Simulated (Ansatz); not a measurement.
**F2H2Si (SMILES F[SiH2]F): wB97M-V/aug-cc-pVDZ**

What is the vertical ionisation energy of F2H2Si at wB97M-V/aug-cc-pVDZ? 

Program for the calculation: Ansatz 0.2.0.

### Step 1. The molecule

F2H2Si has 5 atoms, charge 0, and is taken as a singlet. SMILES: `F[SiH2]F`. Geometry: relaxed at PBE0-D4/def2-TZVP.

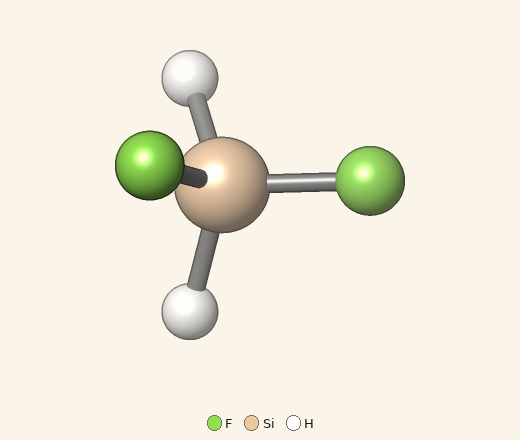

The structure, seen from a chosen angle (fluorine green, silicon light orange, hydrogen white).

### Step 2. The energy at wB97M-V/aug-cc-pVDZ

The input, run.yaml:

```yaml
crystal:
  periodic: [false, false, false]
  atoms:
    - {symbol: F, position_ang: [-1.079010, 0.538200, 0.980720]}
    - {symbol: Si, position_ang: [-0.005220, -0.000540, -0.054090]}
    - {symbol: F, position_ang: [1.247630, -0.520590, 0.766910]}
    - {symbol: H, position_ang: [-0.590470, -1.138740, -0.786300]}
    - {symbol: H, position_ang: [0.427070, 1.121680, -0.907250]}
basis:
  gaussian: {orbitals: aug-cc-pVDZ}
hamiltonian: {xc: {name: wB97M-V}}
accuracy: high
output: {orbitals: {seedname: orbitals}}
```

On the command line:

```
$ ansatz run run.yaml --threads 1 --pin off --max-ram 3480MiB --events-out events.jsonl --progress --plain --runs-dir runs
```

Output:

```text
Warning: RAYON_NUM_THREADS=1 ignored (pool sized by the plan → 1); use --threads N
Functional definition: wB97M-V
  name "wB97M-V"
  parameter omega = 0.3/bohr
  parameter cx = 0.15
  parameter cx01 = 1.007
  parameter cx10 = 0.259
  parameter css00 = 0.443
  parameter css04 = -1.437
  parameter css10 = -4.535
  parameter css20 = -3.390
  parameter css43 = 4.278
  parameter cos00 = 1.000
  parameter cos10 = 1.358
  parameter cos20 = 2.924
  parameter cos21 = -8.812
  parameter cos60 = -1.390
  parameter cos61 = 9.142
  parameter b = 6.0
  parameter c = 0.01
  gx(w, u) = 1 - cx + cx01*u + cx10*w
  gss(w, u) = css00 + css04*u^4 + css10*w + css20*w^2 + css43*w^4*u^3
  gos(w, u) = cos00 + cos10*w + (cos20 + cos21*u)*w^2 + (cos60 + cos61*u)*w^6
  exchange = spin_sum(e_x_unif_sr(omega)*gx(b97_w, b97_u_x)) + cx*exact_x_sr(omega) + exact_x_lr(omega)
  correlation = spin_sum(e_c_pw_mod_same_spin*gss(b97_w, b97_u_same))
      + integral(e_c_pw_mod_opposite_spin*gos(b97_w_opposite, b97_u_opposite)) + vv10(b, c)
1837 factors; integrals over basis functions are off by at most 3.7e-9 eV
391 factors; integrals over basis functions are off by at most 2.7e-9 eV
mean field evaluation 1: about -13343.0976 eV, gradient 3.9e1 eV
mean field evaluation 2: about -13342.7112 eV, gradient 4.5e1 eV
mean field evaluation 4: about -13345.5117 eV, gradient 1.0e0 eV
mean field evaluation 8: about -13345.5602 eV, gradient 3.7e-2 eV
mean field evaluation 16: about -13345.5602 eV, gradient 5.2e-6 eV
mean field -13345.56021086 eV, -490.4402918035 hartree, gradient 1.6e-8 eV, S^2 0.000000; 0 other end points of the search recorded, 0 dependent functions left out
reference -13345.56021863 eV, -490.4402920890 hartree; 17, 17 occupied and 74, 74 virtual orbitals, 1837 factors
Total energy: -13345.56021863 eV, -490.4402920890 hartree
```

Wall time 21 s (1 thread of Intel Xeon 6975P-C (Granite Rapids), shared host); peak memory 0.5 GiB.

### Step 3. The doublet cation at the same level

The input, input.yaml:

```yaml
basis:
  gaussian:
    orbitals: aug-cc-pVDZ
crystal:
  periodic: [false, false, false]
  atoms:
    - {symbol: F, position_ang: [-1.079010, 0.538200, 0.980720]}
    - {symbol: Si, position_ang: [-0.005220, -0.000540, -0.054090]}
    - {symbol: F, position_ang: [1.247630, -0.520590, 0.766910]}
    - {symbol: H, position_ang: [-0.590470, -1.138740, -0.786300]}
    - {symbol: H, position_ang: [0.427070, 1.121680, -0.907250]}
total_charge: 1
magnetization:
  spin_polarized: true
  initial_magnetization: 1
hamiltonian:
  xc: {name: wB97M-V}
accuracy: high
output: {orbitals: {seedname: orbitals}}
```

On the command line:

```
$ ansatz run input.yaml --threads 1 --pin off --max-ram 3480MiB --events-out events.jsonl --progress --plain --runs-dir runs
```

Output, shortened:

```text
Warning: RAYON_NUM_THREADS=1 ignored (pool sized by the plan → 1); use --threads N
[... 2 set-up lines as earlier in the session ...]
[...]
  gx(w, u) = 1 - cx + cx01*u + cx10*w
  gss(w, u) = css00 + css04*u^4 + css10*w + css20*w^2 + css43*w^4*u^3
  gos(w, u) = cos00 + cos10*w + (cos20 + cos21*u)*w^2 + (cos60 + cos61*u)*w^6
[...]
      + integral(e_c_pw_mod_opposite_spin*gos(b97_w_opposite, b97_u_opposite)) + vv10(b, c)
1837 factors; integrals over basis functions are off by at most 3.7e-9 eV
391 factors; integrals over basis functions are off by at most 2.7e-9 eV
[...]
mean field -13332.77483899 eV, -489.9704380537 hartree, gradient 4.1e-8 eV, S^2 0.759428; 0 other end points of the search recorded, 0 dependent functions left out
reference -13332.77484580 eV, -489.9704383038 hartree; 17, 16 occupied and 74, 75 virtual orbitals, 1837 factors
Total energy: -13332.77484580 eV, -489.9704383038 hartree
```

Wall time 29 s (1 thread of Intel Xeon 6975P-C (Granite Rapids), shared host); peak memory 0.87 GiB.

### Step 4. Summary of results

Level: wB97M-V/aug-cc-pVDZ.

| quantity | value |
| --- | --- |
| singlet F2H2Si: total energy | -490.44029 Eh |
| singlet F2H2Si: HOMO energy | -12.17 eV |
| singlet F2H2Si: LUMO energy | 0.67 eV |
| singlet F2H2Si: HOMO–LUMO gap | 12.84 eV |
| doublet cation: total energy | -489.97044 Eh |
| doublet cation: HOMO energy (highest over α and β) | -21.13 eV |
| doublet cation: LUMO energy (lowest over α and β) | -13.39 eV |
| doublet cation: ⟨S²⟩ | 0.759 |
| vertical ionisation energy (to the doublet cation) | 12.785 eV |

In words: The vertical ionisation energy comes to 12.79 eV (295 kcal/mol). The negative HOMO energy of the first species, 12.17 eV, lies 0.61 eV below that difference.
